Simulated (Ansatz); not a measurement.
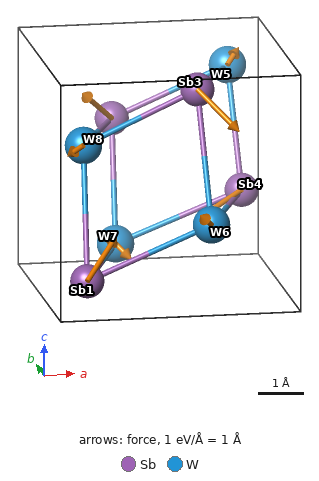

Starting geometry of crystalline SbW (built on the FeSi (B20)_198 type) (coarse preliminary run) with the computed forces as orange arrows. Style: ball-and-stick. Shown: the cell of the calculation, slightly off an axis.

Case: FeSi (B20) type (P2_13, No. 198).

Theory: DFT PBE, scalar-relativistic, plane waves, PAW (Ansatz). Settings: plane-wave cutoff 420 eV; k-point mesh 4 × 4 × 4; occupations gaussian; smearing width 0.1 eV; no spin polarisation; cell and atoms relaxed; force threshold 0.04 eV/Å; at most 70 steps.

> Is this structure relaxed? If not, where do the atoms go?

It isn't relaxed: the largest force vector, on Sb atoms, is 1.42 eV/Å. The atoms end up moving mostly along the starting forces (cosine between the two patterns 0.94). After 5 accepted moves (6 points after the start) the energy has fallen by 191 meV per atom. The largest force component goes from 0.82 to 0.0031 eV/Å. The pressure goes from −7.97 to 0.01 GPa. At 1 point the geometry stayed and the basis and grid were re-selected for the new cell (energy shift of 0.5 meV per atom at most each time). The largest moves relative to the cell, 0.23 Å, are those of Sb atoms. Largest moves by element: Sb 0.23 Å, W 0.20 Å. The volume changes by −6.2 %, with a = b = c 5.450 → 5.335 Å (−2.1 %). Among the contacts that change: Sb–W 3.067 → 2.768 Å, Sb–W 2.852 → 3.014 Å, Sb–W 2.733 → 2.708 Å. The space group stays P2_13 (No. 198).
